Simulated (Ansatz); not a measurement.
## RbAlZn2Cl2O3: complex band structure

A new crystal, RbAlZn2Cl2O3: structure, gap and complex bands. It is built by putting Rb for K, Al for B in the KZn2BCl2O3 structure of space group R32, with the volume rescaled by atomic radii. The parent structure comes from the Materials Project.

Main program and level: Ansatz 0.2.0; PBE DFT, plane waves, PAW files, in the first sound run; inputs show where later runs differ.

The structure was built from a prototype and need not be the compound's stable phase.

## (1) The structure

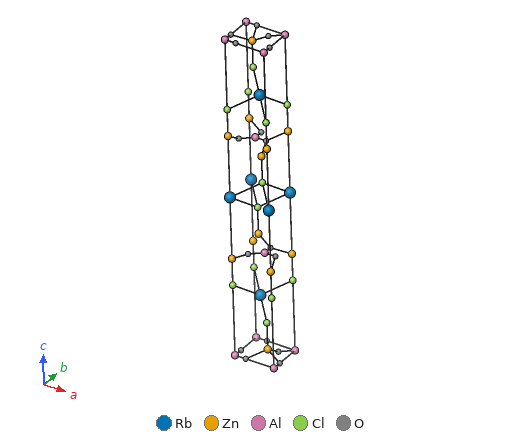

The starting structure, seen slightly off an axis (rubidium blue, zinc orange, aluminium pink, chlorine green, oxygen grey). This picture shows the conventional cell, with its axes. Some periodic images of atoms are drawn too.

## (2) Cell and atoms at rest

The substituted atoms don't fit the parent's cell, so cell and atoms relax together. A small smearing keeps the run stable in case the gap closes on the way.

Contents of input.yaml:

```yaml
crystal:
  lattice:
    - [2.5927588294, 1.4969300081, 9.3925863049]
    - [-2.5927588294, 1.4969300081, 9.3925863049]
    - [0.0, -2.9938600162, 9.3925863049]
  atoms:
    - { symbol: Rb, position: [0.5, 0.5, 0.5] }
    - { symbol: Zn, position: [0.305716, 0.305716, 0.305716] }
    - { symbol: Zn, position: [0.694284, 0.694284, 0.694284] }
    - { symbol: Al, position: [0.0, 0.0, 0.0] }
    - { symbol: Cl, position: [0.221962, 0.221962, 0.221962] }
    - { symbol: Cl, position: [0.778038, 0.778038, 0.778038] }
    - { symbol: O, position: [0.723321, 0.0, 0.276679] }
    - { symbol: O, position: [0.0, 0.276679, 0.723321] }
    - { symbol: O, position: [0.276679, 0.723321, 0.0] }
kpoints:
  mp_grid: { grid: [6, 6, 6] }
scf:
  occupations: { method: gaussian, width: 0.03 }
hamiltonian:
  xc: pbe
output:
  forces: true
  stress: true
relax:
  f_tol: 0.02
  max_steps: 60
  cell: {}
```

Run with:

```bash
ansatz run input.yaml --threads 2 --pin off --max-ram 4096MiB --backend cpu --events-out ev --progress --plain --runs-dir out
```

Numbers of over 12 decimals in the logs are rounded to 6 here.

The log of the run:

```text
basis.fft_grid_basis auto: the FFT boxes are laid along the combinations [[1, 0, -1], [0, 1, -1], [0, 0, 1]] of the cell's own vectors, 5.186, 5.186 and 9.858 Å long. The dense box has 36×36×72 points. Along the cell's own vectors, as sized, it would have 72×72×72, 4.00 times as many. Of the 6 symmetry operations that the crystal satisfies within crystal.symmetry.tolerance (time reversal apart; of a slab, those that  [...]
Engine: ansatz 0.2.0, x86_64-unknown-linux-gnu
Pseudopotentials: kind: paw
Pseudopotential: Rb, paw, valence charge 9, recommended cutoff 420 eV (normal), Rb.paw.azcp
Pseudopotential: Zn, paw, valence charge 12, recommended cutoff 420 eV (normal), Zn.paw.azcp
Pseudopotential: Al, paw, valence charge 3, recommended cutoff 420 eV (normal), Al.paw.azcp
Pseudopotential: Cl, paw, valence charge 7, recommended cutoff 420 eV (normal), Cl.paw.azcp
Pseudopotential: O, paw, valence charge 6, recommended cutoff 420 eV (normal), O.paw.azcp
Functional definition: PBE
  parameter kappa = 0.804
  parameter beta = 0.066725
  exchange = pbe_x(kappa = kappa, mu = beta*pi^2/3)
  correlation = pbe_c(beta = beta)
Crystal: 9 atoms, lattice volume = 218.726 Å³
Basis set: ecut = 420 eV, 4279 PW (Γ), FFT grids on a1−a3, a2−a3, a3, exchange–correlation on 72×72×144 points (8 copies of the dense FFT grid, shifted against one another)
Bands: 43, of which v1, the nominal top of the filled ones, is band 34 counted from 1 (33 counted from 0)
Symmetry: 6 space group operations
Space group: R32 (ITA 155), of the structure as read, at distance tolerance 6.0e-5 Å
k-points: 32 of 216 (time reversal used)
Non-local potential: Rb, projectors of the file, l = 0: 3, l = 1: 2, l = 2: 2
Non-local potential: Zn, projectors of the file, l = 0: 2, l = 1: 2, l = 2: 3, l = 3: 1
Non-local potential: Al, projectors of the file, l = 0: 2, l = 1: 2, l = 2: 1
Non-local potential: Cl, projectors of the file, l = 0: 2, l = 1: 2, l = 2: 2
Non-local potential: O, projectors of the file, l = 0: 2, l = 1: 2, l = 2: 1
PAW form: soft (Blöchl's): semilocal exchange-correlation on the pseudo side does not see the compensation charge
PAW one-centre angular grid: Rb, 110 points (default); XC on 64 Gauss nodes
PAW one-centre angular grid: Zn, 590 points (default); XC on 64 Gauss nodes
PAW one-centre angular grid: Al, 110 points (default); XC on 64 Gauss nodes
PAW one-centre angular grid: Cl, 110 points (default); XC on 64 Gauss nodes
PAW one-centre angular grid: O, 110 points (default); XC on 64 Gauss nodes
Initial density: superposition of atomic densities (neutral atoms: chi_scale 0, normalization atom), corrected by the library's trained network
Initial wavefunctions: pseudopotential atomic-orbital guess
Functional: x = pbe(κ = 0.804, μ = 0.219515), c = pbe(β = 0.066725)
SCF iter   1: F=—  HF=-14307.845764 eV  |F-HF|=—  |Δ(HF+E_count)|=         —  Δρ=1.24e-3  dr2=5.75e-3  ethr=1.77e-3  ⟨swp⟩=8.1  Hψ=6863  notcnv=0  defer=12
preconditioner: auto → Resta (q_TF=auto, 2.246 Å⁻¹)  ε∞=3.8  [insulator: Δε(μ)=3.290 eV  Ē_g=12.286 eV  σ=0.030 eV  W_gap=1.00  n_scr=36 (ndim 8)  ℏωp=20.4 eV  f_vac=0.257  D(μ)=0.00/eV (n_scr^D=0)  ε∞_Penn≈3.8]
SCF iter   2: F=—  HF=-14307.847588 eV  |F-HF|=—  |Δ(HF+E_count)|=   1.82e-3  Δρ=7.12e-4  dr2=2.21e-3  ethr=8.46e-6  ⟨swp⟩=2.2  Hψ=2244  notcnv=0  defer=100
SCF iter   3: F=—  HF=-14307.848469 eV  |F-HF|=—  |Δ(HF+E_count)|=   8.82e-4  Δρ=3.87e-4  dr2=4.54e-4  ethr=3.25e-6  ⟨swp⟩=2.0  Hψ=2254  notcnv=0  defer=100
SCF iter   4: F=—  HF=-14307.848392 eV  |F-HF|=—  |Δ(HF+E_count)|=   7.78e-5  Δρ=1.33e-4  dr2=5.34e-5  ethr=6.68e-7  ⟨swp⟩=2.0  Hψ=2134  notcnv=0  defer=100
SCF iter   5: F=—  HF=-14307.848433 eV  |F-HF|=—  |Δ(HF+E_count)|=   4.09e-5  Δρ=6.01e-5  dr2=6.37e-6  ethr=7.86e-8  ⟨swp⟩=2.0  Hψ=2071  notcnv=0  defer=100
SCF iter   6: F=—  HF=-14307.848432 eV  |F-HF|=—  |Δ(HF+E_count)|=   3.17e-7  Δρ=3.30e-5  dr2=1.92e-6  ethr=9.36e-9  ⟨swp⟩=2.0  Hψ=2071  notcnv=0  defer=100
SCF iter   7: F=—  HF=-14307.848432 eV  |F-HF|=—  |Δ(HF+E_count)|=   2.37e-7  Δρ=8.35e-6  dr2=2.27e-7  ethr=2.83e-9  ⟨swp⟩=2.0  Hψ=2071  notcnv=0  defer=100
SCF iter   8: F=-14307.848432 eV  HF=-14307.848432 eV  |F-HF|=2.21e-8  |Δ(HF+E_count)|=   1.95e-7  Δρ=2.71e-6  dr2=3.31e-8  ethr=1.47e-10  ⟨swp⟩=4.0  Hψ=4572  notcnv=0
SCF 1 converged in 8 iterations: F = -14307.848432 eV  dr2 = 3.31e-8
  greatest PAW one-centre occupation: 0.988 electrons in one spin orbital (limit 2), on the Zn atom at site 2 (counted from 0), in its partial waves of l = 2
relax step   1: F+E_penalty+E_count = -14307.84843225 eV  Δ(F+E_penalty+E_count) = +0.000e0 eV  max|allowed force component| = 1.637e1 eV/Å  Δτ_max = 0.0000 Å  P = +13.956 GPa  Ω = 218.726 Å³  (8 SCF iters, dr2 threshold 1.00e-7 eV, accepted)
Crystal: 9 atoms, lattice volume = 220.959 Å³
Basis set: ecut = 420 eV, 4321 PW (Γ), FFT grids on a1−a3, a2−a3, a3, exchange–correlation on 72×72×144 points (8 copies of the dense FFT grid, shifted against one another)
Initial density: handed on by an earlier stage of this run
Initial wavefunctions: those handed on with the density
iter 1 solved again at ethr=4.11e-4 eV; its pass at ethr=3.10e-3 eV (dr2=2.80e-1 eV) is discarded
SCF iter   1: F=—  HF=-14311.688529 eV  |F-HF|=—  |Δ(HF+E_count)|=         —  Δρ=1.26e-2  dr2=2.82e-1  ethr=4.11e-4  ⟨swp⟩=2.6  Hψ=6992  notcnv=0
preconditioner: auto → Resta (q_TF=auto, 2.242 Å⁻¹)  ε∞=3.7  [insulator: Δε(μ)=3.327 eV  Ē_g=12.291 eV  σ=0.030 eV  W_gap=1.00  n_scr=36 (ndim 8)  ℏωp=20.3 eV  f_vac=0.257  D(μ)=0.00/eV (n_scr^D=0)  ε∞_Penn≈3.7]
SCF iter   2: F=—  HF=-14311.575618 eV  |F-HF|=—  |Δ(HF+E_count)|=   1.13e-1  Δρ=5.81e-3  dr2=4.06e-2  ethr=4.11e-4  ⟨swp⟩=3.3  Hψ=2647  notcnv=0
SCF iter   3: F=—  HF=-14311.558233 eV  |F-HF|=—  |Δ(HF+E_count)|=   1.74e-2  Δρ=2.62e-3  dr2=1.30e-2  ethr=5.97e-5  ⟨swp⟩=3.1  Hψ=3003  notcnv=0  defer=99
SCF iter   4: F=—  HF=-14311.554329 eV  |F-HF|=—  |Δ(HF+E_count)|=   3.90e-3  Δρ=3.94e-4  dr2=3.56e-4  ethr=1.91e-5  ⟨swp⟩=2.0  Hψ=2498  notcnv=0  defer=99
SCF iter   5: F=—  HF=-14311.554360 eV  |F-HF|=—  |Δ(HF+E_count)|=   3.16e-5  Δρ=1.98e-4  dr2=8.58e-5  ethr=5.24e-7  ⟨swp⟩=2.1  Hψ=2145  notcnv=0  defer=99
SCF iter   6: F=—  HF=-14311.554364 eV  |F-HF|=—  |Δ(HF+E_count)|=   3.96e-6  Δρ=4.39e-5  dr2=7.41e-6  ethr=1.26e-7  ⟨swp⟩=2.0  Hψ=2077  notcnv=0  defer=99
SCF iter   7: F=-14311.554369 eV  HF=-14311.554369 eV  |F-HF|=4.55e-7  |Δ(HF+E_count)|=   4.90e-6  Δρ=2.25e-5  dr2=8.44e-7  ethr=1.32e-9  ⟨swp⟩=5.0  Hψ=5754  notcnv=0
SCF 2 converged in 7 iterations: F = -14311.554369 eV  dr2 = 8.44e-7
[...]
SCF iter   5: F=—  HF=-14312.850114 eV  |F-HF|=—  |Δ(HF+E_count)|=   7.90e-5  Δρ=1.06e-4  dr2=2.48e-5  ethr=3.15e-7  ⟨swp⟩=2.0  Hψ=2633  notcnv=0  defer=12
SCF iter   6: F=—  HF=-14312.850118 eV  |F-HF|=—  |Δ(HF+E_count)|=   3.54e-6  Δρ=3.50e-5  dr2=3.91e-6  ethr=3.64e-8  ⟨swp⟩=2.8  Hψ=2663  notcnv=0  defer=12
SCF iter   7: F=—  HF=-14312.850120 eV  |F-HF|=—  |Δ(HF+E_count)|=   1.70e-6  Δρ=3.38e-5  dr2=1.68e-6  ethr=1.32e-9  ⟨swp⟩=6.0  Hψ=6545  notcnv=0
SCF iter   8: F=-14312.850119 eV  HF=-14312.850119 eV  |F-HF|=1.49e-7  |Δ(HF+E_count)|=   3.49e-7  Δρ=9.32e-6  dr2=1.78e-7  ethr=1.32e-9  ⟨swp⟩=5.0  Hψ=5504  notcnv=0
SCF 3 converged in 8 iterations: F = -14312.850119 eV  dr2 = 1.78e-7
  greatest PAW one-centre occupation: 0.987 electrons in one spin orbital (limit 2), on the Zn atom at site 1 (counted from 0), in its partial waves of l = 2
relax step   3: F+E_penalty+E_count = -14312.85011918 eV  Δ(F+E_penalty+E_count) = -1.296e0 eV  max|allowed force component| = 2.465e0 eV/Å  Δτ_max = 0.0661 Å  P = +2.541 GPa  Ω = 221.569 Å³  energy of the carried Pulay correction = -3.356e-3 eV  (8 SCF iters, dr2 threshold 9.00e-7 eV, accepted)
[...]
relax step   4: F+E_penalty+E_count = -14313.07265569 eV  Δ(F+E_penalty+E_count) = -2.225e-1 eV  max|allowed force component| = 6.575e-1 eV/Å  Δτ_max = 0.0392 Å  P = +0.782 GPa  Ω = 221.873 Å³  energy of the carried Pulay correction = -3.713e-3 eV  (7 SCF iters, dr2 threshold 9.00e-7 eV, accepted)
[...]
relax step   5: F+E_penalty+E_count = -14313.09298468 eV  Δ(F+E_penalty+E_count) = -2.033e-2 eV  max|allowed force component| = 9.920e-2 eV/Å  Δτ_max = 0.0213 Å  P = -0.063 GPa  Ω = 222.903 Å³  energy of the carried Pulay correction = -4.916e-3 eV  (6 SCF iters, dr2 threshold 9.00e-7 eV, accepted)
[...]
relax step   6: F+E_penalty+E_count = -14313.09366416 eV  Δ(F+E_penalty+E_count) = -6.795e-4 eV  max|allowed force component| = 8.177e-3 eV/Å  Δτ_max = 0.0030 Å  P = +0.004 GPa  Ω = 222.753 Å³  energy of the carried Pulay correction = -4.741e-3 eV  (4 SCF iters, dr2 threshold 6.15e-7 eV, accepted)
[...]
relax step   7: F+E_penalty+E_count = -14313.11093114 eV  Δ(F+E_penalty+E_count) = -1.727e-2 eV  max|allowed force component| = 7.177e-3 eV/Å  Δτ_max = 0.0000 Å  P = +0.125 GPa  Ω = 222.753 Å³  stress off target by 2.18e-1 GPa  SCF on the basis re-selected at this cell (its energy is not comparable with the rows above)  (8 SCF iters)
[...]
relax step   8: F+E_penalty+E_count = -14313.11181790 eV  Δ(F+E_penalty+E_count) = -8.868e-4 eV  max|allowed force component| = 6.910e-3 eV/Å  Δτ_max = 0.0039 Å  P = +0.036 GPa  Ω = 222.750 Å³  energy of the carried Pulay correction = +4.442e-5 eV  (6 SCF iters, dr2 threshold 1.19e-7 eV, accepted)
[...]
relax step   9: F+E_penalty+E_count = -14313.11235032 eV  Δ(F+E_penalty+E_count) = -5.324e-4 eV  max|allowed force component| = 3.479e-3 eV/Å  Δτ_max = 0.0059 Å  P = -0.002 GPa  Ω = 222.463 Å³  energy of the carried Pulay correction = +4.324e-4 eV  (7 SCF iters, dr2 threshold 1.18e-8 eV, accepted)
iter 1 solved again at ethr=4.56e-8 eV; its pass at ethr=3.10e-3 eV (dr2=3.10e-5 eV) is discarded
SCF iter   1: F=—  HF=-14313.111454 eV  |F-HF|=—  |Δ(HF+E_count)|=         —  Δρ=4.86e-5  dr2=2.48e-7  ethr=4.56e-8  ⟨swp⟩=3.1  Hψ=10896  notcnv=0
preconditioner: auto → Resta (q_TF=auto, 2.239 Å⁻¹)  ε∞=3.8  [insulator: Δε(μ)=3.296 eV  Ē_g=12.166 eV  σ=0.030 eV  W_gap=1.00  n_scr=36 (ndim 8)  ℏωp=20.2 eV  f_vac=0.242  D(μ)=0.00/eV (n_scr^D=0)  ε∞_Penn≈3.8]
SCF iter   2: F=—  HF=-14313.111814 eV  |F-HF|=—  |Δ(HF+E_count)|=   3.60e-4  Δρ=2.47e-5  dr2=6.97e-8  ethr=3.65e-10  ⟨swp⟩=2.0  Hψ=2332  notcnv=0
SCF iter   3: F=—  HF=-14313.111925 eV  |F-HF|=—  |Δ(HF+E_count)|=   1.11e-4  Δρ=3.31e-6  dr2=9.57e-9  ethr=1.03e-10  ⟨swp⟩=2.0  Hψ=2432  notcnv=0
SCF iter   4: F=—  HF=-14313.111926 eV  |F-HF|=—  |Δ(HF+E_count)|=   4.94e-7  Δρ=4.79e-7  dr2=3.94e-10  ethr=1.41e-11  ⟨swp⟩=2.0  Hψ=2176  notcnv=0
SCF iter   5: F=—  HF=-14313.111926 eV  |F-HF|=—  |Δ(HF+E_count)|=  6.08e-10  Δρ=1.94e-7  dr2=9.55e-11  ethr=1.00e-12  ⟨swp⟩=5.0  Hψ=4899  notcnv=0
SCF iter   6: F=-14313.111926 eV  HF=-14313.111926 eV  |F-HF|=3.64e-12  |Δ(HF+E_count)|=  3.86e-10  Δρ=1.56e-7  dr2=3.83e-11  ethr=1.00e-12  ⟨swp⟩=4.0  Hψ=4478  notcnv=0
SCF 10 converged in 6 iterations: F = -14313.111926 eV  dr2 = 3.83e-11
relax step  10: F+E_penalty+E_count = -14313.11192556 eV  Δ(F+E_penalty+E_count) = +4.248e-4 eV  max|allowed force component| = 3.392e-3 eV/Å  Δτ_max = 0.0000 Å  P = -0.002 GPa  Ω = 222.463 Å³  stress off target by 1.61e-2 GPa  SCF on the basis re-selected at this cell (its energy is not comparable with the rows above)  (6 SCF iters)
basis re-selected at this cell: Δ(F+E_penalty+E_count) = +4.248e-4 eV, ΔP = -0.000 GPa vs the last step (what re-selecting the basis moved, of the pressure what is left beyond the Pulay correction that the steps carried, after the strain that the cell walked since its last selection, with what the two solves' SCF thresholds leave and, on support functions, any second-order correction that the steps lacked; it is no m [...]
SCF converged after 6 iterations
Free energy (F): -14313.111926 eV
Harris-Foulkes:  -14313.111926 eV  (|F-HF|=3.64e-12)
Internal energy: -14313.111926 eV  (E = F + TS)
E sigma→0 (E₀):  -14313.111926 eV
Fermi energy:    2.412368 eV
--- Per-component energies (eV) ---
  E_band       = -316.864926
  E_kinetic    = 1326.476044
  E_local      = -9115.019824  (includes V_loc(G=0)·N_el)
  E_nonlocal   = 1623.627818
  E_hartree    = 3796.510694
  E_xc         = -878.049608
  E_vxc        = -793.146793  (∫ρ·V_xc dr)
  E_paw        = -8544.305996  (= ΣΔE_a)
  E_vpaw       = -951.830189  (= ΣTr[D̂ρ^β])
  E_aug_tail   = 0.006950  (compensation charges beyond the density's cutoff)
  E_ewald      = -2522.358003
  E_smearing   = -0.000000  (= −TS)
  E_closure    = -0.000000  (closes the sum)
  Σ components = -14313.111926   (vs F -14313.111926, Δ=0.00e0)
--- Forces (eV/Å), atoms counted from 1 ---
  atom   1  Rb    -0.00000000    -0.00000000     0.00000000
  atom   2  Zn     0.00000000    -0.00000000     0.00339220
  atom   3  Zn     0.00000000    -0.00000000    -0.00339220
  atom   4  Al     0.00000000    -0.00000000    -0.00000000
  atom   5  Cl     0.00000000    -0.00000000    -0.00217733
  atom   6  Cl     0.00000000     0.00000000     0.00217733
  atom   7  O     -0.00023165    -0.00040123    -0.00000000
  atom   8  O     -0.00023165     0.00040123    -0.00000000
  atom   9  O      0.00046331     0.00000000     0.00000000
  max |Σ_I F_I| component: 1.99e-17 eV/Å
--- Stress (GPa, compression-positive) ---
        0.005174       0.000000       0.000000
        0.000000       0.005174      -0.000000
        0.000000      -0.000000      -0.016125
  P = ⅓ Tr σ = -0.0019 GPa (-0.019 kbar)
--- Relaxed structure (8 steps of the walk, 8 accepted, 2 SCFs on fresh bases) ---
  F+E_penalty+E_count = -14313.11192556 eV   max|allowed force component| = 3.392e-3 eV/Å   (the final SCF, on the basis selected at the relaxed cell)
  cell:  # Å, volume = 222.4633 Å³
    - [2.707998, 1.563463, 8.757317]
    - [-2.707998, 1.563463, 8.757317]
    - [-1.6120463454190266e-17, -3.126927, 8.757317]
  atoms:
    - { symbol: Rb, position: [0.5, 0.5, 0.5] }
    - { symbol: Zn, position: [0.308258, 0.308258, 0.308258] }
    - { symbol: Zn, position: [0.691742, 0.691742, 0.691742] }
    - { symbol: Al, position: [2.7067114629932675e-19, -3.240530546577414e-19, 0] }
    - { symbol: Cl, position: [0.220498, 0.220498, 0.220498] }
    - { symbol: Cl, position: [0.779502, 0.779502, 0.779502] }
    - { symbol: O, position: [0.684674, 1.6653345369377348e-16, 0.315326] }
    - { symbol: O, position: [0.0, 0.315326, 0.684674] }
    - { symbol: O, position: [0.315326, 0.684674, -5.551115123125783e-17] }
```

Wall time 37 s (2 threads of AMD EPYC 9R45, shared host); peak memory 0.7 GiB.

The steps of the relaxation:

| step | energy less that of the first step (eV) | largest force component (eV/Å) | pressure (GPa) | volume (Å³) |
| --- | --- | --- | --- | --- |
| 1 | 0.0000 | 16.3743 | 13.96 | 218.73 |
| 2 | -3.7059 | 7.3146 | 6.50 | 220.96 |
| 3 | -5.0017 | 2.4654 | 2.54 | 221.57 |
| 4 | -5.2242 | 0.6575 | 0.78 | 221.87 |
| 5 | -5.2446 | 0.0992 | -0.06 | 222.90 |
| 6 | -5.2452 | 0.0082 | 0.00 | 222.75 |
| 7* | -5.2625 | 0.0072 | 0.12 | 222.75 |
| 8 | -5.2634 | 0.0069 | 0.04 | 222.75 |
| 9 | -5.2639 | 0.0035 | 0.00 | 222.46 |
| 10* | -5.2635 | 0.0034 | 0.00 | 222.46 |

Relaxation steps marked * repeat the geometry before them on a plane-wave basis chosen anew for their cell, so energy and pressure can jump there.

Forces are held to the 6 operations that the run works with; a distortion that breaks them can't arise in this run.

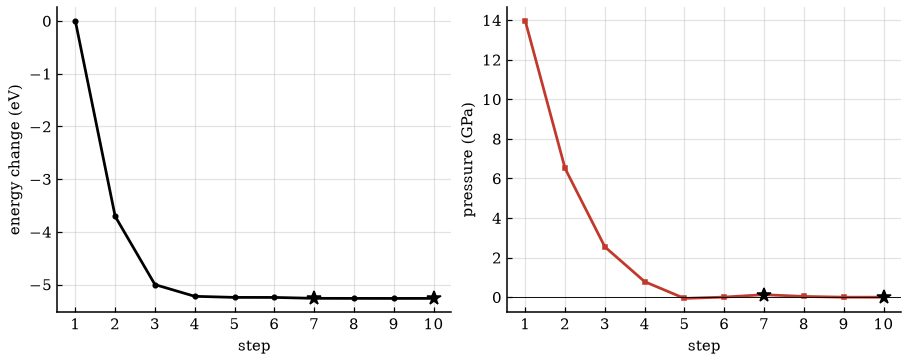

Energy and pressure along the relaxation. Stars mark steps on a basis chosen anew.

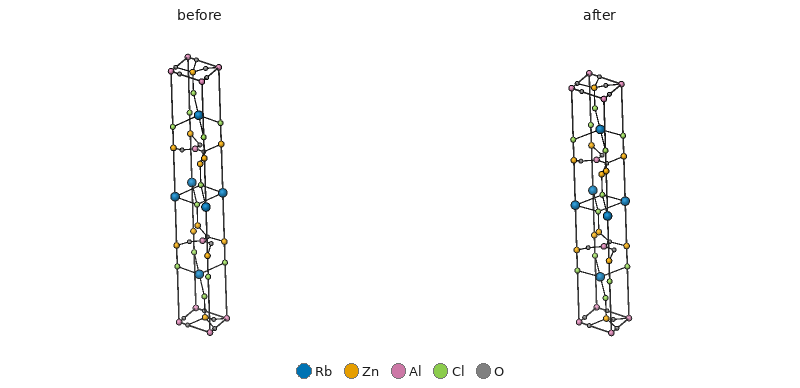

The structure before and after the relaxation, drawn at the same scale.

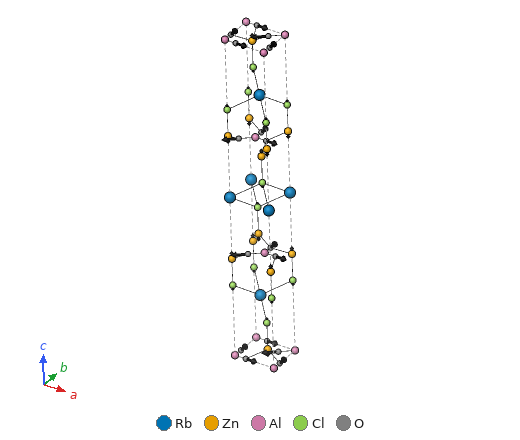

Displacements in the relaxation, exaggerated, measured against the changing cell; the longest in the cell stands for 0.21 Å. Some periodic images of atoms are drawn too.

| conventional cell, symmetrised | before | after | change |
| --- | --- | --- | --- |
| a (Å) | 5.186 | 5.416 | +4.4 % |
| b (Å) | 5.186 | 5.416 | +4.4 % |
| c (Å) | 28.178 | 26.272 | -6.8 % |
| volume (Å³/atom) | 24.30 | 24.72 | +1.7 % |

The atoms that moved most (Å, as changes of fractional coordinates times the final cell):

| atom | dx | dy | dz | length |
| --- | --- | --- | --- | --- |
| O9 | 0.209 | 0.000 | 0.000 | 0.209 |
| O7 | -0.105 | -0.181 | 0.000 | 0.209 |
| O8 | -0.105 | 0.181 | 0.000 | 0.209 |
| Zn3 | 0.000 | 0.000 | -0.067 | 0.067 |
| Zn2 | 0.000 | 0.000 | 0.067 | 0.067 |
| Cl6 | 0.000 | 0.000 | 0.038 | 0.038 |
| Cl5 | 0.000 | 0.000 | -0.038 | 0.038 |

Numbers from this step:

```
free energy  : -14313.1119 eV
Fermi energy : 2.412 eV
pressure     : -0.001926 GPa
```

The largest force component on a free atom ends at 0.0034 eV/Å.

(Part 1 of 3 ends here.)

[Logs are printed without paths, hosts, clocks, repeated set-up lines and the standing remarks that a program may print on its own settings, such as how far it seeks lower states.]

[Hosts, paths, dates, database ids (printed as entryN), source tags and the programs' standing remarks are cut or masked in the printed files.]

[New means built here by substitution; the compound itself may be known and measured.]
